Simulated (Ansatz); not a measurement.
**Run report: C2H7Ga, single-point calculation**

- system: C2H7Ga
- method: RKS PBE0-D4/def2-TZVPP (Ansatz 0.2.0)

The geometry is a transition state. The geometry comes from this level: PBE0-D4/def2-TZVP.

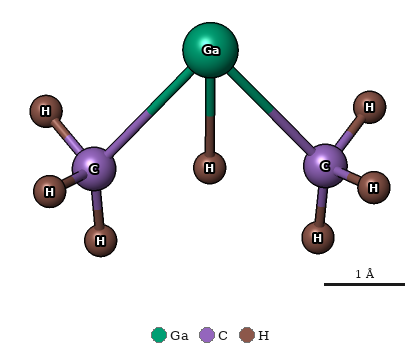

Fig. 1: The input geometry (ball-and-stick view, seen at a tilt). Sticks mark near contacts. Bond lengths as drawn: C–Ga 2.31 Å, C–H 1.09 to 1.10 Å and Ga–H 1.80 Å.

## Results in brief

- outcome: converged
- total energy: −54555.4058 eV
- mean-field energy: −54555.2715 eV
- dispersion energy: −0.1342 eV
- SCF solution under orbital rotations: stable
- HOMO: −6.33 eV
- LUMO: −1.21 eV
- hardware: 4 threads of Arm Neoverse N1, 23 GiB of memory available, shared host
- wall time: 3.2 s (CPU time 12 s)
- peak memory: 0.43 GiB

## The input
```yaml
crystal:
  periodic: [false, false, false]
  atoms:
    - {symbol: Ga, position_ang: [0.415806, 0.416219, 1.619934]}
    - {symbol: C, position_ang: [0.459965, 1.277772, -0.520347]}
    - {symbol: H, position_ang: [-0.016808, -0.018501, -0.069441]}
    - {symbol: C, position_ang: [-0.493487, -1.311687, 0.389487]}
    - {symbol: H, position_ang: [-0.092360, 2.201599, -0.325870]}
    - {symbol: H, position_ang: [1.525449, 1.522071, -0.562758]}
    - {symbol: H, position_ang: [0.168798, 0.934722, -1.521805]}
    - {symbol: H, position_ang: [-0.724186, -1.498411, -0.667557]}
    - {symbol: H, position_ang: [-1.429583, -1.418822, 0.945028]}
    - {symbol: H, position_ang: [0.186306, -2.104861, 0.713429]}
basis:
  gaussian: {orbitals: def2-TZVPP}
hamiltonian: {xc: pbe0, dispersion: d4}
output: {orbitals: {seedname: orbitals}}
```

Launched with:
```bash
ansatz run in.yaml --threads 4 --pin off --events-out ev --progress --plain --max-ram 9574MiB
```

## Output
```
Functional definition: PBE0
  name "PBE0"
  cite "Adamo & Barone, J. Chem. Phys. 110, 6158 (1999) doi:10.1063/1.478522"
  cite "Perdew, Burke & Ernzerhof, Phys. Rev. Lett. 77, 3865 (1996) doi:10.1103/PhysRevLett.77.3865"
  parent pbe
  parameter a = 0.25
  parameter kappa = 0.804
  parameter beta = 0.06672455060314922
  exchange = (1 - a)*pbe_x(kappa = kappa, mu = beta*pi^2/3) + a*exact_x
  correlation = pbe_c(beta = beta)
1186 factors; their error is unknown
mean field evaluation 1: about -54544.4650 eV, gradient 6.8e1 eV
mean field evaluation 2: about -54530.5290 eV, gradient 9.2e1 eV
mean field evaluation 4: about -54555.0554 eV, gradient 4.0e0 eV
mean field evaluation 8: about -54555.0912 eV, gradient 3.8e-2 eV
mean field evaluation 16: about -54555.2715 eV, gradient 5.2e-5 eV
mean field -54555.27149994 eV, -2004.8692487316 hartree, gradient 5.2e-5 eV, S^2 0.000000; 0 other end points of the search recorded, 0 dependent functions left out
reference -54555.27153007 eV, -2004.8692498390 hartree; 25, 25 occupied and 183, 183 virtual orbitals, 1186 factors
Total energy: -54555.40575307 eV, -2004.8741824432 hartree
```

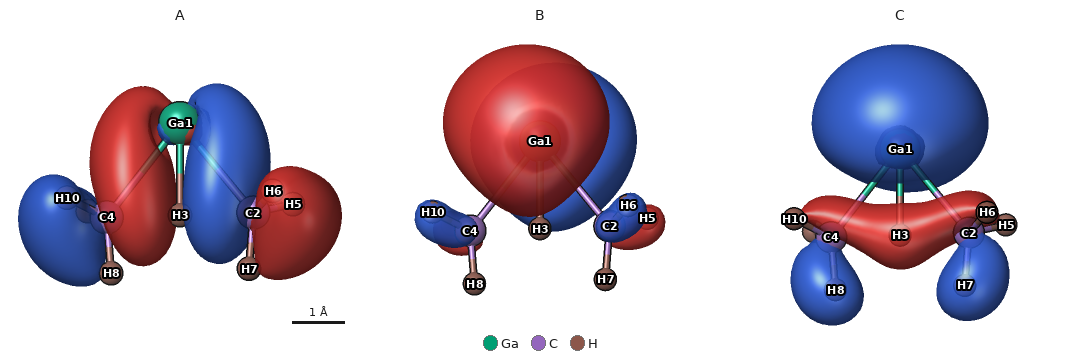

Fig. 2: Three frontier orbitals at ±0.08 Å⁻³ᐟ² (blue and red are the two phases). C is the HOMO−1 (−6.77 eV). Its weight (Hirshfeld) is mainly on Ga1 (75 %). A is the HOMO (−6.33 eV). It lies mainly on C2 (30 %), C4 (30 %) and Ga1 (15 %). B is the LUMO (−1.21 eV). By Hirshfeld shares it lies mainly on Ga1 (85 %). The HOMO–LUMO gap is 5.12 eV between the orbital energies.

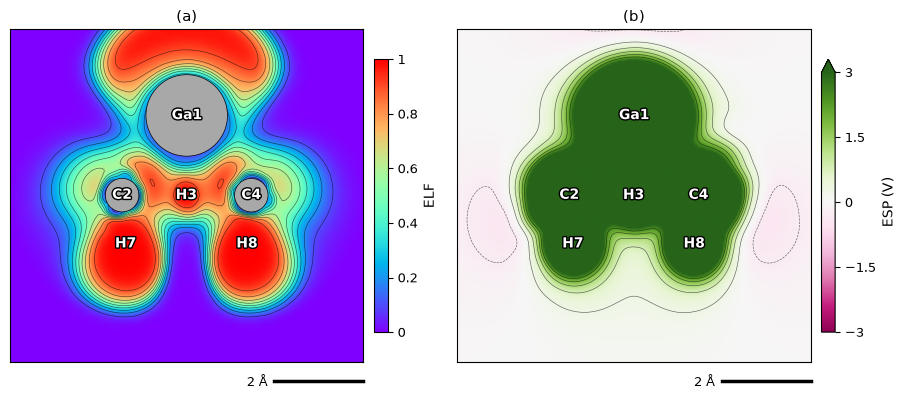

Fig. 3: (a) ELF; (b) molecular electrostatic potential on the plane of atoms Ga1, C4 and H8. Grey discs, where drawn, cover atomic cores. C–Ga (2.31 Å): the ELF peaks at about 0.85 in the valence shell of C, 0.7 Å from its nucleus, and is about 0.45 at the midpoint. Ga–H (1.80 Å): the ELF climbs to about 0.95 towards the hydrogen.

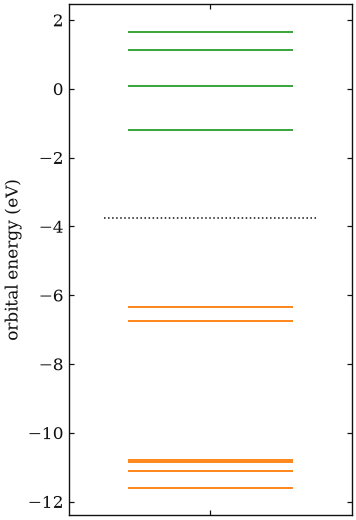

Fig. 4: Orbital energies near the frontier; the dotted line parts filled from empty levels, and levels within 0.02 eV of each other stand side by side. Highest filled −6.33 eV, lowest empty −1.21 eV, 5.12 eV apart.
